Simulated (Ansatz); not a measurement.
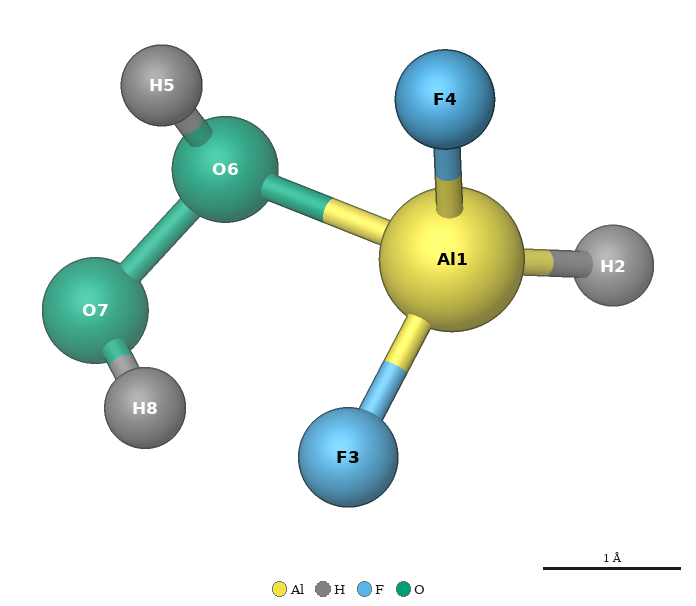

Orthographic view. Depth is shown by fading: the farther an atom, the more it takes the colour of the background. Computed geometry: PBE0-D4/def2-TZVP optimisation.

Give the geometry as a Z-matrix, atoms in numerical order, with these reference atoms: 2 to 1; 3 to 1, 2; 4 to 1, 2, 3; 5 to 1, 2, 3; 6 to 5, 1, 2; 7 to 6, 5, 1; 8 to 7, 6, 5.

```
Al 
H    1   1.563
F    1   1.683   2   118.0
F    1   1.660   2   120.6   3   150.6
H    1   2.490   2   125.7   3  -119.9
O    5   0.970   1    48.6   2    49.8
O    6   1.424   5   104.2   1   121.6
H    7   0.983   6   100.2   5  -104.6
```
